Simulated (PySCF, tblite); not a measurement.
# C2H9NS2Si2: geometry, infrared bands and NMR shifts

Wanted: the infrared bands and NMR shifts of C2H9NS2Si2 (`C=CS[Si@@H](S)N[SiH3]`), by calculation.

Programs: tblite 0.8.0 and PySCF 2.14.0, with density-fitted response routines of our own. Each step states its level of theory. These are calculated values for one molecule in the gas phase, unless marked as measured. Atoms are numbered from 0 throughout.

## Step 1: The molecule as given

16 atoms, charge 0, multiplicity 1; geometry from: force field or distance geometry start.

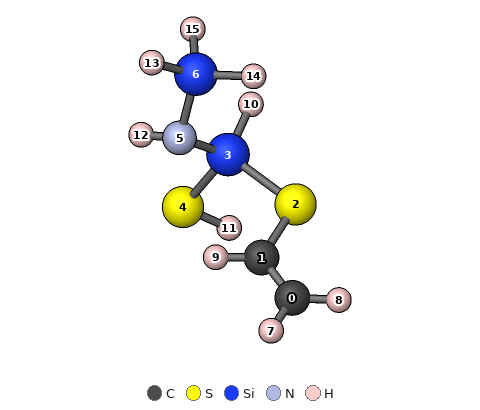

As it starts; carbon dark grey, sulfur yellow, silicon blue, nitrogen light blue, hydrogen pink, atoms numbered.

## Step 2: Relaxing the molecule with GFN2-xTB

What the job is given:

```
{"job": {"kind": "relax", "xc": "GFN2-xTB", "basis": "xTB"}, "charge": 0, "multiplicity": 1}
C     -2.882400     0.598200     1.696800
C     -1.892600     0.334700     0.846600
S     -0.716600    -0.898200     1.230400
Si     0.558700    -1.021100    -0.484200
S     -0.589400    -1.758600    -2.111600
N      1.033200     0.512600    -0.960900
Si     2.491500     0.932500    -0.208000
H     -3.608700     1.378400     1.464600
H     -3.013100     0.066000     2.636700
H     -1.806000     0.893600    -0.065600
H      1.685200    -1.959900    -0.252300
H     -1.158900    -2.772000    -1.447100
H      1.171600     0.503200    -1.952800
H      2.838800     2.289700    -0.667200
H      2.342600     0.911100     1.268900
H      3.538400    -0.001200    -0.658800
```

Command:

```bash
OMP_NUM_THREADS=1 python probes_run.py task.json out
```

The driver reads the jobs from task.json and runs them one after another.

Standard output:

```text
step      E/eV     max force
  0    -592.83336    2.607
  1    -592.97362    0.814
  2    -593.01525    0.660
  3    -593.04610    0.687
  4    -593.10261    0.662
  5    -593.14746    0.523
  6    -593.17459    0.382
  7    -593.19245    0.334
  8    -593.21157    0.296
  9    -593.22981    0.302
 10    -593.24359    0.288
 11    -593.25595    0.296
 12    -593.26530    0.200
 13    -593.27031    0.145
 14    -593.27325    0.141
 15    -593.27569    0.184
 16    -593.27841    0.146
 17    -593.28176    0.163
 18    -593.28574    0.199
 19    -593.28964    0.174
 20    -593.29371    0.152
 21    -593.29711    0.137
 22    -593.29970    0.120
 23    -593.30189    0.130
 24    -593.30397    0.105
 25    -593.30582    0.130
 26    -593.30760    0.166
 27    -593.30938    0.094
 28    -593.31108    0.166
 29    -593.31236    0.092
 30    -593.31332    0.092
 31    -593.31436    0.100
 32    -593.31593    0.140
 33    -593.31785    0.132
 34    -593.31947    0.084
 35    -593.32051    0.082
 36    -593.32132    0.074
 37    -593.32213    0.074
 38    -593.32284    0.058
 39    -593.32332    0.054
 40    -593.32370    0.050
 41    -593.32418    0.072
 42    -593.32486    0.075
 43    -593.32558    0.065
 44    -593.32608    0.041
 45    -593.32636    0.037
 46    -593.32658    0.039
 47    -593.32692    0.050
 48    -593.32737    0.050
 49    -593.32788    0.062
 50    -593.32835    0.053
 51    -593.32882    0.062
 52    -593.32936    0.086
 53    -593.32997    0.085
 54    -593.33056    0.061
 55    -593.33116    0.056
 56    -593.33195    0.091
 57    -593.33322    0.127
 58    -593.33499    0.131
 59    -593.33669    0.132
 60    -593.33785    0.099
 61    -593.33861    0.104
 62    -593.33925    0.077
 63    -593.34015    0.083
 64    -593.34101    0.072
 65    -593.34164    0.069
 66    -593.34197    0.045
 67    -593.34228    0.048
 68    -593.34274    0.062
 69    -593.34325    0.082
 70    -593.34375    0.068
 71    -593.34403    0.036
 72    -593.34417    0.042
 73    -593.34427    0.030
 74    -593.34441    0.028
 75    -593.34456    0.027
 76    -593.34467    0.028
 77    -593.34475    0.025
 78    -593.34484    0.020
 79    -593.34491    0.021
 80    -593.34497    0.023
 81    -593.34502    0.017
 82    -593.34508    0.018
 83    -593.34515    0.018
 84    -593.34524    0.021
 85    -593.34532    0.030
 86    -593.34541    0.027
 87    -593.34554    0.031
 88    -593.34571    0.036
 89    -593.34590    0.030
 90    -593.34605    0.035
 91    -593.34619    0.027
 92    -593.34636    0.037
 93    -593.34660    0.043
 94    -593.34687    0.044
 95    -593.34710    0.058
 96    -593.34729    0.056
 97    -593.34750    0.043
 98    -593.34770    0.034
 99    -593.34786    0.035
100    -593.34797    0.025
101    -593.34805    0.019
102    -593.34812    0.017
103    -593.34819    0.023
104    -593.34825    0.019
105    -593.34834    0.018
106    -593.34845    0.022
107    -593.34858    0.029
108    -593.34871    0.027
109    -593.34882    0.023
110    -593.34895    0.025
111    -593.34911    0.031
112    -593.34929    0.039
113    -593.34951    0.043
114    -593.34977    0.052
115    -593.35013    0.055
116    -593.35066    0.055
117    -593.35081    0.057
118    -593.35158    0.058
119    -593.35190    0.048
120    -593.35248    0.045
121    -593.35263    0.048
122    -593.35284    0.031
123    -593.35309    0.032
124    -593.35336    0.035
125    -593.35392    0.054
126    -593.35460    0.055
127    -593.35515    0.043
128    -593.35547    0.040
129    -593.35561    0.044
130    -593.35574    0.024
131    -593.35581    0.016
132    -593.35589    0.021
133    -593.35593    0.020
134    -593.35602    0.017
135    -593.35607    0.014
136    -593.35612    0.020
137    -593.35618    0.028
138    -593.35627    0.033
139    -593.35636    0.030
140    -593.35644    0.021
141    -593.35650    0.021
142    -593.35658    0.026
143    -593.35668    0.033
144    -593.35679    0.028
145    -593.35687    0.018
146    -593.35692    0.014
147    -593.35696    0.016
148    -593.35701    0.018
149    -593.35706    0.023
150    -593.35712    0.024
151    -593.35718    0.018
152    -593.35723    0.019
153    -593.35729    0.020
154    -593.35737    0.033
155    -593.35745    0.038
156    -593.35753    0.031
157    -593.35758    0.014
158    -593.35761    0.010
159    -593.35763    0.007
```

Run time: 2.6 s. Hardware: 1 thread of Arm Neoverse N1, shared host.

Step by step: (not every step is listed)

| step | energy from step 0 (eV) | largest force (eV/Å) |
| --- | --- | --- |
| 0 | 0.0000 | 2.6066 |
| 1 | -0.1403 | 0.8144 |
| 2 | -0.1819 | 0.6604 |
| 3 | -0.2127 | 0.6871 |
| 4 | -0.2693 | 0.6622 |
| 5 | -0.3141 | 0.5233 |
| 6 | -0.3412 | 0.3820 |
| 7 | -0.3591 | 0.3339 |
| 8 | -0.3782 | 0.2965 |
| 22 | -0.4663 | 0.1196 |
| 36 | -0.4880 | 0.0738 |
| 50 | -0.4950 | 0.0526 |
| 64 | -0.5077 | 0.0724 |
| 78 | -0.5115 | 0.0197 |
| 92 | -0.5130 | 0.0375 |
| 106 | -0.5151 | 0.0220 |
| 120 | -0.5191 | 0.0453 |
| 134 | -0.5227 | 0.0171 |
| 148 | -0.5236 | 0.0177 |
| 154 | -0.5240 | 0.0326 |
| 155 | -0.5241 | 0.0377 |
| 156 | -0.5242 | 0.0311 |
| 157 | -0.5242 | 0.0145 |
| 158 | -0.5243 | 0.0105 |
| 159 | -0.5243 | 0.0073 |

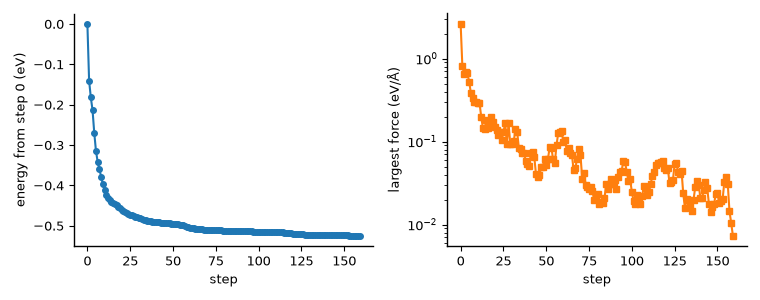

Energy and largest force along the relaxation.

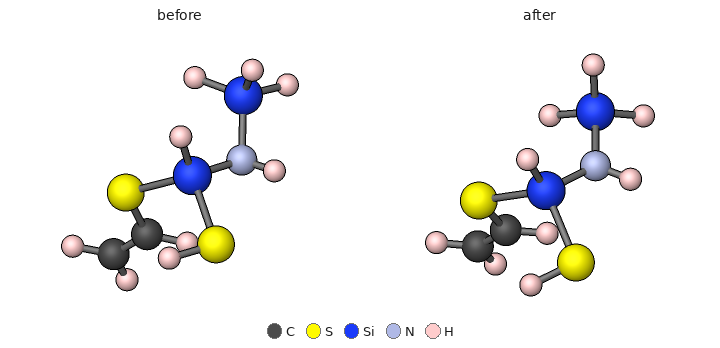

The geometry before (left) and after (right).

Close pairs (by a distance rule), those that changed most:

| bond | before (Å) | after (Å) | change (Å) |
| --- | --- | --- | --- |
| N5–Si6 | 1.694 | 1.747 | +0.053 |
| Si3–N5 | 1.675 | 1.714 | +0.040 |
| Si3–H10 | 1.485 | 1.452 | -0.032 |
| Si3–S4 | 2.124 | 2.154 | +0.030 |
| Si6–H14 | 1.485 | 1.459 | -0.026 |
| C1–S2 | 1.747 | 1.764 | +0.018 |
| S4–H11 | 1.339 | 1.323 | -0.016 |
| C0–H7 | 1.091 | 1.076 | -0.015 |

The final coordinates are the input of the step that follows.

## Step 3: Infrared spectrum with GFN2-xTB

What the job is given:

```
{"job": {"kind": "ir", "xc": "GFN2-xTB", "basis": "xTB"}, "charge": 0, "multiplicity": 1}
C     -2.429543     0.752090     1.717875
C     -1.524764     0.277615     0.880962
S     -0.629458    -1.211351     1.186592
Si     0.501518    -1.391633    -0.637665
S     -0.740635    -1.853376    -2.335405
N      1.211583     0.115943    -1.040248
Si     2.182754     1.169140    -0.040136
H     -2.954122     1.667285     1.504763
H     -2.672717     0.243362     2.634215
H     -1.262564     0.775448    -0.039595
H      1.409264    -2.492885    -0.369334
H     -1.573569    -2.656557    -1.694799
H      1.245124     0.310306    -2.028628
H      2.248856     2.415842    -0.798503
H      1.478620     1.318597     1.228595
H      3.502054     0.569119     0.166719
```

Standard output:

```text
mode    cm-1     km/mol
  1      23.1      1.85
  2      26.8      0.10
  3      63.1      1.17
  4      70.0      0.32
  5      97.3      1.89
  6     112.4      8.70
  7     121.6     15.57
  8     152.8     21.35
  9     214.8      4.55
 10     258.2     12.21
 11     335.2     13.15
 12     362.4     72.53
 13     462.7     42.52
 14     546.5     53.12
 15     567.4     53.22
 16     571.3     26.30
 17     584.4     38.84
 18     626.2    221.10
 19     654.9    187.95
 20     687.2     17.57
 21     720.0     15.28
 22     745.6     84.09
 23     757.2    255.37
 24     784.0    179.32
 25     809.9    489.86
 26     846.8     13.09
 27     981.9      8.75
 28     991.2    217.08
 29    1016.3     16.30
 30    1192.4    329.81
 31    1249.2     18.35
 32    1375.7      3.44
 33    1652.9     56.70
 34    2249.5    293.48
 35    2281.3    245.92
 36    2300.9    232.17
 37    2341.7    237.76
 38    2482.5     83.15
 39    3069.7      8.61
 40    3107.7      4.74
 41    3141.6     20.94
 42    3462.6      1.50
```

Run time: 1.3 s. Hardware: 1 thread of Arm Neoverse N1, shared host.

The strongest bands and the atoms that carry them (share of the mass-weighted mode):

| cm⁻¹ | km/mol | atoms |
| --- | --- | --- |
| 626 | 221.1 | H10 71 % |
| 757 | 255.4 | H13 24 %, N5 13 %, H11 12 %, H15 12 % |
| 810 | 489.9 | H14 27 %, H15 25 %, H13 19 %, Si6 18 % |
| 1192 | 329.8 | H12 71 %, N5 26 % |
| 2250 | 293.5 | H15 95 % |
| 2281 | 245.9 | H13 96 % |
| 2301 | 232.2 | H14 95 % |
| 2342 | 237.8 | H10 96 % |

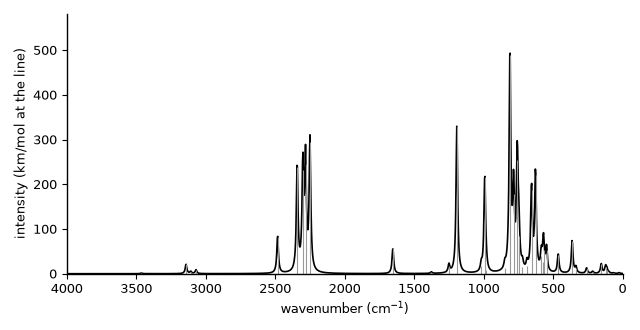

The infrared spectrum from these modes, unscaled. Lines are broadened to a width of 14 cm⁻¹ (Lorentzian).

## Step 4: Shielding tensors: PBE0/pcSseg-1

The job, as its differences from that of step 3:

```diff
@@ -1,2 +1,2 @@
-{"job": {"kind": "ir", "xc": "GFN2-xTB", "basis": "xTB"}, "charge": 0, "multiplicity": 1}
+{"job": {"kind": "nmr", "xc": "PBE0", "basis": "pcSseg-1"}, "charge": 0, "multiplicity": 1}
 C     -2.429543     0.752090     1.717875
```

With the program's defaults for keys left out, this is: GIAO PBE0/pcSseg-1 NMR shielding, non-relativistic, gas phase.

Standard output:

```text
coarse grid: 15312 points
cycle   1  E = -1510.9561507610  dE =  6.285e-01  |g| = 5.200e-01  |ddm| = 3.785e+00
cycle   2  E = -1510.9142675915  dE =  4.188e-02  |g| = 6.790e-01  |ddm| = 1.081e+00
cycle   3  E = -1511.0187693732  dE = -1.045e-01  |g| = 8.255e-02  |ddm| = 6.654e-01
cycle   4  E = -1511.0203726071  dE = -1.603e-03  |g| = 3.003e-02  |ddm| = 1.203e-01
cycle   5  E = -1511.0205715017  dE = -1.989e-04  |g| = 8.819e-03  |ddm| = 3.938e-02
cycle   6  E = -1511.0205909972  dE = -1.950e-05  |g| = 3.362e-03  |ddm| = 1.277e-02
cycle   7  E = -1511.0205934194  dE = -2.422e-06  |g| = 1.008e-03  |ddm| = 3.113e-03
final grid: 129104 points
cycle   8  E = -1511.0621650491  dE = -2.279e-05  |g| = 8.082e-03  |ddm| = 2.790e-02
cycle   9  E = -1511.0621525233  dE =  1.253e-05  |g| = 1.074e-02  |ddm| = 1.698e-02
cycle  10  E = -1511.0621800538  dE = -2.753e-05  |g| = 1.073e-03  |ddm| = 1.038e-02
cycle  11  E = -1511.0621803071  dE = -2.533e-07  |g| = 2.085e-04  |ddm| = 1.161e-03
cycle  12  E = -1511.0621803168  dE = -9.714e-09  |g| = 7.250e-05  |ddm| = 2.920e-04
cycle  13  E = -1511.0621803181  dE = -1.339e-09  |g| = 2.552e-05  |ddm| = 1.019e-04
cycle  14  E = -1511.0621803183  dE = -1.592e-10  |g| = 7.434e-06  |ddm| = 2.670e-05
converged SCF energy = -1511.0621803183

GIAO shielding tensors (ppm)
atom      isotropic    diamagn.    paramagn.     s11        s22        s33       span
  0 C       63.932     252.302    -188.370    -54.171     83.801    162.166    216.337
  1 C       52.198     263.648    -211.449    -61.150     59.484    158.261    219.411
  2 S      520.355    1060.031    -539.677    348.122    529.016    683.926    335.804
  3 Si     346.938     879.127    -532.188    294.126    356.943    389.746     95.619
  4 S      689.307    1057.882    -368.575    567.496    645.105    855.321    287.826
  5 N      251.401     325.839     -74.438    218.912    262.047    273.242     54.330
  6 Si     406.772     879.813    -473.041    367.674    395.309    457.332     89.658
  7 H       25.860      30.119      -4.260     21.865     24.615     31.099      9.234
  8 H       26.009      30.574      -4.566     22.197     24.396     31.433      9.237
  9 H       25.107      35.538     -10.431     21.709     23.376     30.237      8.528
 10 H       25.783      28.505      -2.723     22.058     23.577     31.713      9.656
 11 H       31.181      30.375       0.806     23.142     27.981     42.422     19.280
 12 H       31.646      32.863      -1.217     21.840     30.541     42.558     20.718
 13 H       27.121      29.232      -2.112     23.484     25.122     32.755      9.272
 14 H       26.970      30.458      -3.488     22.328     27.986     30.596      8.268
 15 H       26.980      28.425      -1.445     22.858     24.857     33.225     10.367
```

It took 61 s on 1 thread of Arm Neoverse N1, shared host; peak memory 0.85 GiB.

Shifts follow as δ = σ(reference) − σ, with reference shieldings (ppm) from runs at the same level and on the same kind of geometry: ¹H TMS 31.72, ¹³C TMS 186.9, ²⁹Si TMS 349.2, ¹⁵N NH3 267.7, ³³S CS2 504. The references are single molecules in the gas phase, so shifts against H2O, NH3, PH3, H3PO4 or CFCl3 are not on the usual liquid scales and can be off by tens of ppm. Atoms listed in one row are averaged.

| atoms | environment | σ (ppm) | δ (ppm) | δ scaled to CDCl3 |
| --- | --- | --- | --- | --- |
| C1 | alkene CH | 52.2 | 134.7 | 125.2 |
| C0 | terminal =CH2 carbon | 63.9 | 123.0 | 118.1 |
| H9 | hydrogen on an alkene CH | 25.11 | 6.61 | 6.34 |
| H10 | hydrogen on a silicon bonded to N, 2 S | 25.78 | 5.93 | – |
| H7 | hydrogen on a terminal =CH2 carbon | 25.86 | 5.86 | 5.63 |
| H8 | hydrogen on a terminal =CH2 carbon | 26.01 | 5.71 | 5.49 |
| H13, H14, H15 | hydrogen on a silicon bonded to N | 27.02 | 4.69 | – |
| H11 | hydrogen on a sulfur bonded to Si | 31.18 | 0.54 | – |
| H12 | hydrogen on a nitrogen bonded to 2 Si | 31.65 | 0.07 | – |
| S2 | sulfur bonded to C, Si | 520 | -17 | – |
| S4 | sulfur bonded to Si, H | 689 | -186 | – |
| Si3 | silicon bonded to N, 2 S, H | 346.9 | 2.2 | – |
| Si6 | silicon bonded to N, 3 H | 406.8 | -57.6 | – |
| N5 | nitrogen bonded to 2 Si, H | 251.4 | 16.3 | – |

The scaled column applies a straight-line fit of computed shieldings to shifts measured in CDCl3, with any fitted terms for Cl, Br or S neighbours (root-mean-square error 0.16 ppm for H, 1.9 ppm for C).

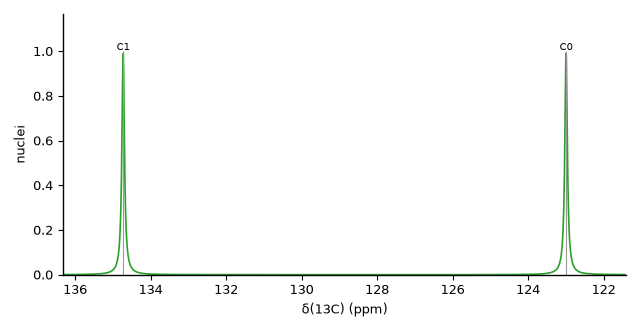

¹³C lines at the computed shifts, without couplings. Lines are broadened to a width of 0.08 ppm (Lorentzian).

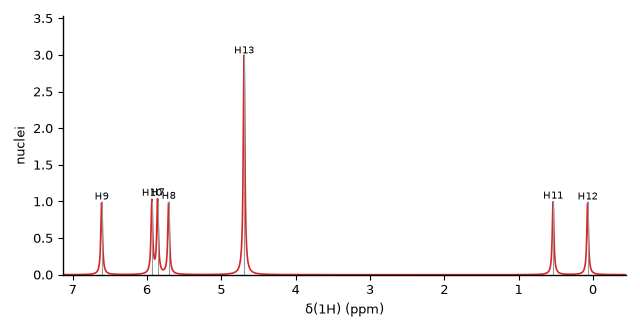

¹H lines at the computed shifts, without couplings. Lines are broadened to a width of 0.03 ppm (Lorentzian).

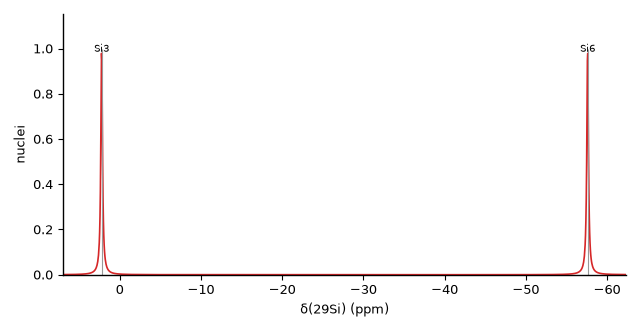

²⁹Si lines at the computed shifts, without couplings. Lines are broadened to a width of 0.24 ppm (Lorentzian).

The run also stored atomic charges by several schemes (e):

| atoms | Mulliken | IAO | Hirshfeld | ESP fit |
| --- | --- | --- | --- | --- |
| C0 | -0.12 | -0.33 | -0.11 | -0.49 |
| C1 | -0.34 | -0.24 | -0.06 | -0.01 |
| S2 | -0.20 | -0.12 | -0.06 | -0.19 |
| Si3 | 0.77 | 0.88 | 0.34 | 0.34 |
| S4 | -0.38 | -0.34 | -0.15 | -0.39 |
| N5 | -0.85 | -0.94 | -0.33 | -0.63 |
| Si6 | 0.63 | 0.75 | 0.36 | 0.47 |

Mulliken charges:

C0 -0.12; C1 -0.34; S2 -0.20; Si3 0.77; S4 -0.38; N5 -0.85; Si6 0.63; H7 0.13; H8 0.12; H9 0.16; H10 -0.04; H11 0.17; H12 0.23; H13 -0.10; H14 -0.07; H15 -0.10

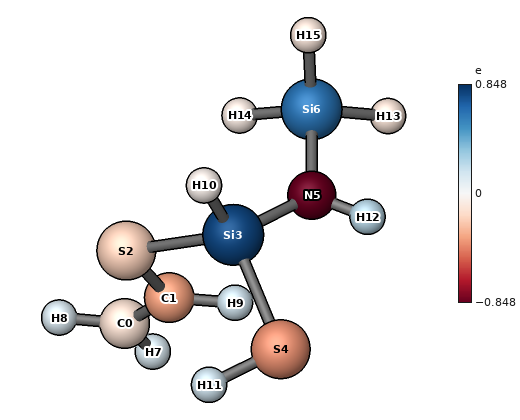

Mulliken charges, as colours on the atoms.

Mayer bond orders: C0–C1 1.96, C1–S2 1.03, S2–Si3 0.96, Si3–S4 1.04, Si3–N5 0.98, N5–Si6 0.90.

## Step 5: Summary of results

```
                                                              quantity                                         value
                             strongest single infrared mode (GFN2-xTB)                          810 cm⁻¹, 490 km/mol
                                          zero-point energy (GFN2-xTB)                                 63.0 kcal/mol
                                ¹³C shifts against TMS (PBE0/pcSseg-1)                              134.7, 123.0 ppm
¹H shifts against TMS (PBE0/pcSseg-1, means over atoms taken as alike)  6.61, 5.93, 5.86, 5.71, 4.69, 0.54, 0.07 ppm
                                ³³S shifts against CS2 (PBE0/pcSseg-1)                                 -17, -186 ppm
                               ²⁹Si shifts against TMS (PBE0/pcSseg-1)                                2.2, -57.6 ppm
                                ¹⁵N shifts against NH3 (PBE0/pcSseg-1)                                      16.3 ppm
```

Relaxing lowered the energy by 0.524 eV in 159 steps; the close pair that moved most is N5–Si6, from 1.694 to 1.747 Å. All 42 modes are real, so the xTB geometry is a minimum. The strongest single mode, at 810 cm⁻¹, is spread over several atoms, H14, H15, H13, Si6 among them. GFN2-xTB is a fitted tight-binding method: band positions and strengths are rough. Its intensities can rank the bands wrongly. The most deshielded carbon is C1 (alkene CH), at 134.7 ppm: as expected for a trigonal carbon in a double bond. H9 (hydrogen on an alkene CH) lies farthest downfield among hydrogen, at 6.61 ppm; olefinic region. At PBE0/pcSseg-1: The widest tensor belongs to S2: span 336 ppm, with a paramagnetic part of -540 ppm.
